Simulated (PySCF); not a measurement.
# C₉H₁₂O: excited states, first hyperpolarisability

Aim: compute the excited states, first hyperpolarisability of C₉H₁₂O (`COCc1ccc(C)cc1`).

Programs: PySCF 2.14.0, with routines of our own; each step states its level. All values are computed. Atoms count from 0.

## (1) The system as given

22 atoms, charge 0, multiplicity 1; geometry from: GFN2-xTB.

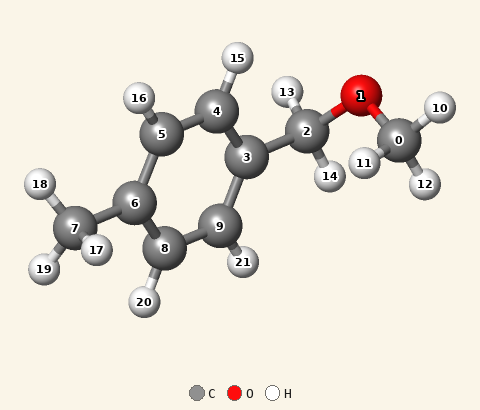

The starting geometry (carbon grey, oxygen red, hydrogen white).

## (2) Geometry optimisation at PBE0-D3(BJ)/def2-SVP

Job settings and geometry (Å):

```
{"job": {"xc": "PBE0", "basis": "def2-SVP", "d3": "d3bj", "grid": 2, "kind": "geom"}, "charge": 0, "multiplicity": 1}
C      3.057092    -1.104865     0.072670
O      2.995469     0.286459    -0.110849
C      1.991206     0.685807    -1.019572
C      0.589480     0.428397    -0.520810
C      0.237689     0.795074     0.772503
C     -1.039026     0.561497     1.246541
C     -2.000163    -0.035894     0.439496
C     -3.382399    -0.300054     0.954904
C     -1.643933    -0.401311    -0.851930
C     -0.363464    -0.178674    -1.325725
H      3.874506    -1.288715     0.766817
H      2.124317    -1.498082     0.493448
H      3.260345    -1.620541    -0.874932
H      2.146382     1.761675    -1.154453
H      2.139588     0.186700    -1.990210
H      0.979814     1.260177     1.404916
H     -1.296154     0.851247     2.255624
H     -3.420339    -1.274338     1.443674
H     -3.675493     0.451990     1.683748
H     -4.103482    -0.304350     0.140770
H     -2.376646    -0.869026    -1.494351
H     -0.105203    -0.474471    -2.333129
```

The run is started by

```bash
$ OMP_NUM_THREADS=1 python excited_run.py task.json out
```

The driver reads the jobs from task.json and runs them one after another.

Output:

```text
step   0  E = -424.60470618  max force = 0.014051
step   1  E = -424.60671114  max force = 0.003047
step   2  E = -424.60677011  max force = 0.000468
step   3  E = -424.60677551  max force = 0.000562
step   4  E = -424.60678587  max force = 0.000784
step   5  E = -424.60679732  max force = 0.001085
step   6  E = -424.60681099  max force = 0.000690
step   7  E = -424.60681483  max force = 0.000242
optimisation converged
```

It took 4.6 min on 1 thread of Arm Neoverse N1, shared host; peak memory 0.92 GiB.

Along the way:

| step | energy from step 0 (eV) | largest force component (eV/Å) |
| --- | --- | --- |
| 0 | 0.0000 | 0.7225 |
| 1 | -0.0546 | 0.1567 |
| 2 | -0.0562 | 0.0241 |
| 3 | -0.0563 | 0.0289 |
| 4 | -0.0566 | 0.0403 |
| 5 | -0.0569 | 0.0558 |
| 6 | -0.0573 | 0.0355 |
| 7 | -0.0574 | 0.0124 |

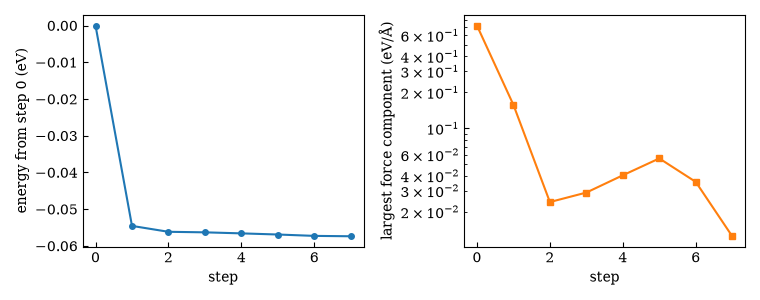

Energy and largest force along the relaxation.

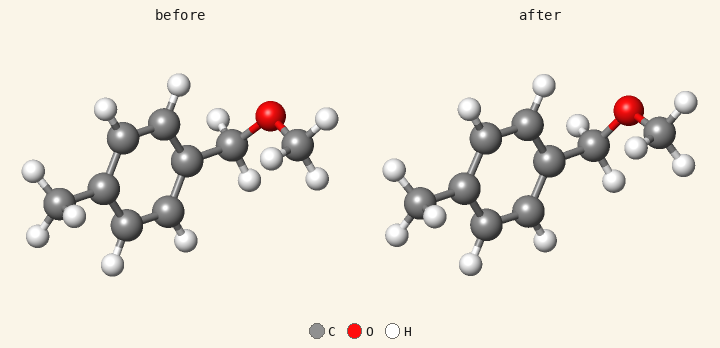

Before and after, at one scale.

Close pairs (by a distance rule), those that changed most:

| bond | before (Å) | after (Å) | change (Å) |
| --- | --- | --- | --- |
| O1–C2 | 1.412 | 1.398 | -0.014 |
| C5–H16 | 1.081 | 1.094 | +0.013 |
| C9–H21 | 1.081 | 1.094 | +0.013 |
| C8–H20 | 1.081 | 1.094 | +0.013 |
| C4–H15 | 1.080 | 1.093 | +0.013 |
| C7–H17 | 1.091 | 1.103 | +0.012 |
| C7–H18 | 1.088 | 1.100 | +0.012 |
| C7–H19 | 1.088 | 1.100 | +0.012 |

The next job starts from the end point, and lists it.

| at the end point | value |
| --- | --- |
| point group (found at 0.08 Å tolerance) | C1 |
| rotational constants (GHz, main isotopes) | 3.400, 0.719, 0.659 |
| dipole moment (D) | 1.36 |

## (3) Excited states: TDA wB97X-D/def2-SVPD

Job settings and geometry (Å):

```
{"job": {"kind": "states", "xc": "wB97X-D", "basis": "def2-SVPD", "tda": true, "soc": true, "nstates": 6, "ntriplets": 5, "nquad": 4}, "charge": 0, "multiplicity": 1}
C      3.257363    -1.093621     0.195186
O      3.048144     0.252649    -0.115592
C      2.039782     0.459399    -1.061798
C      0.648234     0.180572    -0.544203
C      0.311203     0.503938     0.773803
C     -0.976689     0.285104     1.251456
C     -1.972871    -0.259319     0.430710
C     -3.353249    -0.521710     0.959765
C     -1.629466    -0.578996    -0.886898
C     -0.337431    -0.369516    -1.364778
H      4.068762    -1.142848     0.934602
H      2.357196    -1.571077     0.625905
H      3.559300    -1.675990    -0.698061
H      2.117556     1.519694    -1.355908
H      2.221208    -0.143658    -1.975202
H      1.079898     0.926258     1.426120
H     -1.218667     0.546363     2.285923
H     -3.410754    -1.513371     1.439535
H     -3.643039     0.222325     1.716275
H     -4.103851    -0.503323     0.156364
H     -2.386589    -1.007003    -1.550285
H     -0.092696    -0.638627    -2.396892
```

Level: TDA wB97X-D/def2-SVPD excited states, vertical, gas phase, spin-orbit mean-field couplings.

Output:

```text
coarse grid: 18304 points
cycle   1  E = -424.8165800444  dE =  1.758e+00  |g| = 5.620e-01  |ddm| = 1.669e+01
cycle   2  E = -424.8208274150  dE = -4.247e-03  |g| = 6.091e-01  |ddm| = 2.934e+00
cycle   3  E = -424.8866204915  dE = -6.579e-02  |g| = 6.095e-02  |ddm| = 1.174e+00
cycle   4  E = -424.8873500917  dE = -7.296e-04  |g| = 2.545e-02  |ddm| = 3.303e-01
cycle   5  E = -424.8875140709  dE = -1.640e-04  |g| = 5.274e-03  |ddm| = 1.389e-01
cycle   6  E = -424.8875211250  dE = -7.054e-06  |g| = 1.773e-03  |ddm| = 3.560e-02
final grid: 176544 points
cycle   7  E = -424.9613692527  dE = -1.232e-04  |g| = 3.406e-03  |ddm| = 6.258e-01
cycle   8  E = -424.9613714593  dE = -2.207e-06  |g| = 2.540e-03  |ddm| = 5.575e-02
cycle   9  E = -424.9613730145  dE = -1.555e-06  |g| = 8.542e-04  |ddm| = 1.209e-02
cycle  10  E = -424.9613732247  dE = -2.102e-07  |g| = 1.583e-04  |ddm| = 5.398e-03
cycle  11  E = -424.9613732312  dE = -6.468e-09  |g| = 5.909e-05  |ddm| = 9.958e-04
cycle  12  E = -424.9613732323  dE = -1.085e-09  |g| = 1.802e-05  |ddm| = 3.554e-04
cycle  13  E = -424.9613732324  dE = -1.253e-10  |g| = 6.128e-06  |ddm| = 1.274e-04
converged SCF energy = -424.9613732324

Singlet excitations
state   eV       nm        f     d(h-e)  d(exc)  Lambda  PR(NTO)  |dmu|/D   mu/D   main configurations
  1   5.3546   231.5   0.00267   0.017   2.759   0.747   1.929    0.029    1.443   H->L 0.44, H-1->L+1 0.28, H->L+1 0.15
  2   6.1719   200.9   0.06590   0.052   2.882   0.776   1.899    0.198    1.586   H->L+1 0.46, H-1->L 0.25, H->L 0.18
  3   6.8663   180.6   0.00631   2.299   3.649   0.264   1.036    8.237    7.548   H-2->L 0.58, H-2->L+1 0.33
  4   7.0762   175.2   0.02118   0.619   3.826   0.328   1.503    2.327    1.184   H->L+2 0.66, H-2->L+1 0.09
  5   7.1086   174.4   0.00902   2.273   3.871   0.290   1.447                     H-2->L+1 0.47, H-2->L 0.27, H->L+2 0.15
  6   7.3095   169.6   0.49947   0.126   3.046   0.633   2.289                     H-1->L+1 0.40, H->L 0.23, H-1->L 0.08

Triplet excitations (Tamm-Dancoff)
state   eV     d(h-e)  d(exc)  Lambda  PR(NTO)   main configurations
  1   4.0821   0.013   2.531   0.763   1.873   H->L+1 0.43, H-1->L 0.23, H->L 0.20
  2   4.6310   0.023   2.732   0.769   1.209   H->L 0.62, H->L+1 0.27
  3   4.7523   0.023   2.673   0.772   1.797   H-1->L 0.50, H->L+1 0.23, H-1->L+1 0.16
  4   5.2205   0.047   2.698   0.694   1.209   H-1->L+1 0.67, H-1->L 0.22
  5   6.6673   2.114   3.531   0.270   1.023   H-2->L+1 0.45, H-2->L 0.42
S1 - T1 = 1.2725 eV

Spin-orbit couplings |<S|Hso|T>| (cm-1)
             T1       T2       T3       T4       T5
S0        0.413    0.451    0.306    0.101   12.440
S1        0.350    0.071    0.069    0.012    1.443
S2        0.229    0.300    0.120    0.429    4.138
S3        2.867    1.151    2.269    1.315    0.952
S4        0.692    1.335    0.631    0.322    0.774
S5        1.347    3.232    0.749    0.937    0.690
S6        0.263    0.738    0.285    0.432    0.875
T1 sublevels (cm-1): 0.000 0.000 0.000   radiative rates (1/s): 0.0156 0.0053 0.0184
```

Wall time 2.6 min (1 thread of Arm Neoverse N1, shared host); peak memory 1.3 GiB.

In short:

| quantity | value |
| --- | --- |
| S1 less T1 | 1.27 eV |

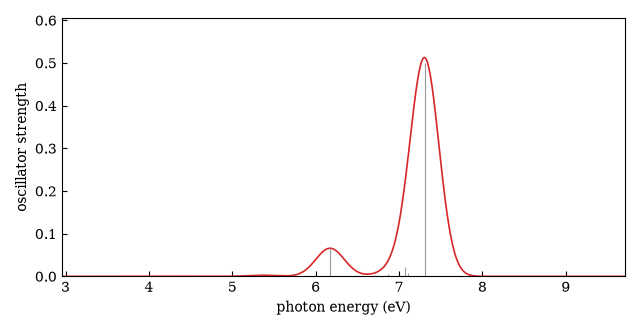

Absorption lines of the singlets. Lines are broadened to a width of 0.40 eV (Gaussian).

## (4) Excited states: TDDFT CAM-B3LYP/def2-SVPD

The job, as its differences from that of step 3:

```diff
@@ -1,2 +1,2 @@
-{"job": {"kind": "states", "xc": "wB97X-D", "basis": "def2-SVPD", "tda": true, "soc": true, "nstates": 6, "ntriplets": 5, "nquad": 4}, "charge": 0, "multiplicity": 1}
+{"job": {"kind": "states", "xc": "CAM-B3LYP", "basis": "def2-SVPD", "tpa": true, "nstates": 8, "nquad": 6, "ntriplets": 0}, "charge": 0, "multiplicity": 1}
 C      3.257363    -1.093621     0.195186
```

Level: TDDFT CAM-B3LYP/def2-SVPD excited states, vertical, gas phase, two-photon moments by quadratic response.

Output:

```text
coarse grid: 18304 points
cycle   1  E = -424.7112209637  dE =  1.664e+00  |g| = 5.693e-01  |ddm| = 2.400e+01
cycle   2  E = -424.7005249500  dE =  1.070e-02  |g| = 6.719e-01  |ddm| = 3.806e+00
cycle   3  E = -424.7824520835  dE = -8.193e-02  |g| = 7.145e-02  |ddm| = 1.386e+00
cycle   4  E = -424.7833056909  dE = -8.536e-04  |g| = 3.163e-02  |ddm| = 3.791e-01
cycle   5  E = -424.7835550158  dE = -2.493e-04  |g| = 6.169e-03  |ddm| = 1.977e-01
cycle   6  E = -424.7835631301  dE = -8.114e-06  |g| = 2.502e-03  |ddm| = 3.143e-02
final grid: 176544 points
cycle   7  E = -424.8763499254  dE = -4.895e-05  |g| = 4.445e-03  |ddm| = 3.062e-01
cycle   8  E = -424.8763481810  dE =  1.744e-06  |g| = 5.264e-03  |ddm| = 5.467e-02
cycle   9  E = -424.8763551785  dE = -6.997e-06  |g| = 6.168e-04  |ddm| = 2.338e-02
cycle  10  E = -424.8763552706  dE = -9.213e-08  |g| = 1.847e-04  |ddm| = 3.946e-03
cycle  11  E = -424.8763552799  dE = -9.274e-09  |g| = 4.154e-05  |ddm| = 1.340e-03
cycle  12  E = -424.8763552803  dE = -4.327e-10  |g| = 1.556e-05  |ddm| = 1.932e-04
converged SCF energy = -424.8763552803

Singlet excitations
state   eV       nm        f     d(h-e)  d(exc)  Lambda  PR(NTO)  |dmu|/D   mu/D   delta(TPA)   sigma/GM   main configurations
  1   5.2788   234.9   0.00350   0.018   2.765   0.733   1.909    0.046    1.485        0.77      0.008   H->L 0.51, H-1->L+1 0.25, H->L+1 0.14
  2   5.9161   209.6   0.06988   0.070   2.894   0.771   1.884    0.253    1.663        2.17      0.028   H->L+1 0.52, H-1->L 0.23, H->L 0.17
  3   6.7335   184.1   0.10439   0.325   3.739   0.415   1.620    1.123    0.537        5.61      0.093   H->L+2 0.56, H-1->L+1 0.20, H->L 0.10
  4   6.8046   182.2   0.19490   0.641   3.512   0.455   2.376    2.219    1.559        5.11      0.087   H->L+2 0.30, H-1->L+1 0.28, H->L 0.12
  5   6.8336   181.4   0.43741   1.108   3.325   0.526   1.793    3.596    3.137        1.55      0.027   H-1->L 0.37, H-2->L+1 0.20, H-2->L 0.20
  6   6.8754   180.3   0.45772   0.900   3.270   0.501   2.195    2.883    2.407       10.02      0.173   H-1->L 0.22, H-2->L 0.21, H-1->L+1 0.18
  7   7.1039   174.5   0.00875   2.717   3.916   0.274   1.023                                            H-2->L+1 0.51, H-2->L 0.41
  8   7.1704   172.9   0.00766   0.436   3.873   0.275   1.049                                            H-1->L+2 0.84
```

It took 3.6 min on 1 thread of Arm Neoverse N1, shared host; peak memory 1.4 GiB.

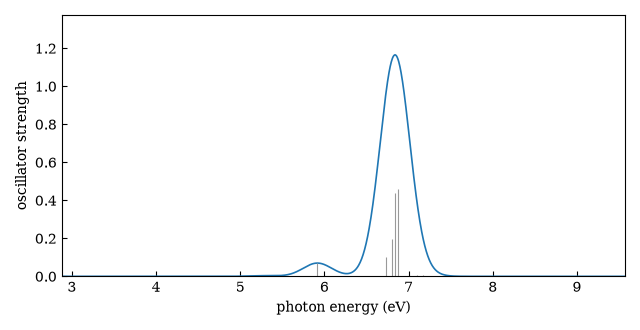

Absorption lines of the singlets. Lines are broadened to a width of 0.40 eV (Gaussian).

## (5) First hyperpolarisability: quadratic response CAM-B3LYP/def2-SVPD

The job, as its differences from that of step 4:

```diff
@@ -1,2 +1,2 @@
-{"job": {"kind": "states", "xc": "CAM-B3LYP", "basis": "def2-SVPD", "tpa": true, "nstates": 8, "nquad": 6, "ntriplets": 0}, "charge": 0, "multiplicity": 1}
+{"job": {"kind": "beta", "xc": "CAM-B3LYP", "basis": "def2-SVPD"}, "charge": 0, "multiplicity": 1}
 C      3.257363    -1.093621     0.195186
```

Method: quadratic response CAM-B3LYP/def2-SVPD first hyperpolarisability, Taylor convention, gas phase.

Output:

```text
coarse grid: 18304 points
cycle   1  E = -424.7112209637  dE =  1.664e+00  |g| = 5.693e-01  |ddm| = 2.400e+01
cycle   2  E = -424.7005249500  dE =  1.070e-02  |g| = 6.719e-01  |ddm| = 3.806e+00
cycle   3  E = -424.7824520835  dE = -8.193e-02  |g| = 7.145e-02  |ddm| = 1.386e+00
cycle   4  E = -424.7833056909  dE = -8.536e-04  |g| = 3.163e-02  |ddm| = 3.791e-01
cycle   5  E = -424.7835550158  dE = -2.493e-04  |g| = 6.169e-03  |ddm| = 1.977e-01
cycle   6  E = -424.7835631301  dE = -8.114e-06  |g| = 2.502e-03  |ddm| = 3.143e-02
final grid: 176544 points
cycle   7  E = -424.8763499254  dE = -4.895e-05  |g| = 4.445e-03  |ddm| = 3.062e-01
cycle   8  E = -424.8763481810  dE =  1.744e-06  |g| = 5.264e-03  |ddm| = 5.467e-02
cycle   9  E = -424.8763551785  dE = -6.997e-06  |g| = 6.168e-04  |ddm| = 2.338e-02
cycle  10  E = -424.8763552706  dE = -9.213e-08  |g| = 1.847e-04  |ddm| = 3.946e-03
cycle  11  E = -424.8763552799  dE = -9.274e-09  |g| = 4.154e-05  |ddm| = 1.340e-03
cycle  12  E = -424.8763552803  dE = -4.327e-10  |g| = 1.556e-05  |ddm| = 1.932e-04
converged SCF energy = -424.8763552803

Lowest singlets (eV, f): 5.2788 0.0035  5.9161 0.0699  6.7335 0.1044

First hyperpolarisability (au)
process     nm      |vector|   parallel      HRS      DR
static         -       85.46     -32.03      33.32   6.308
shg       1907.0       88.22     -31.98      34.36   6.324
eope      1907.0       86.36     -32.02          -       -
shg       1064.0       95.20     -31.56      36.99   6.345
eope      1064.0       88.43     -31.97          -       -
```

It took 2.7 min on 1 thread of Arm Neoverse N1, shared host; peak memory 1.4 GiB.

## (6) Results

| quantity | value |
| --- | --- |
| point group | C1 |
| rotational constants (main isotopes) | 3.40, 0.72, 0.66 GHz |
| S1 less T1 (step 3, TDA wB97X-D/def2-SVPD) | 1.27 eV |
| β vector (step 5, quadratic response CAM-B3LYP/def2-SVPD) | static 85, SHG 1907.0 nm 88, SHG 1064.0 nm 95 au |

In words: Over 7 steps the energy fell by 0.057 eV; of the close pairs, O1–C2 changed most, 1.412 to 1.398 Å. No frequency check was run at this level, so the end point may be a saddle. In step 3, the number of triplets below S1 is 4, and the largest singlet-triplet spin-orbit coupling is S0–T5, 12.44 cm⁻¹. β grows from 85 au (static) to 95 au for doubling at 1064.0 nm: normal dispersion, which grows as twice the photon energy moves toward the bright states.
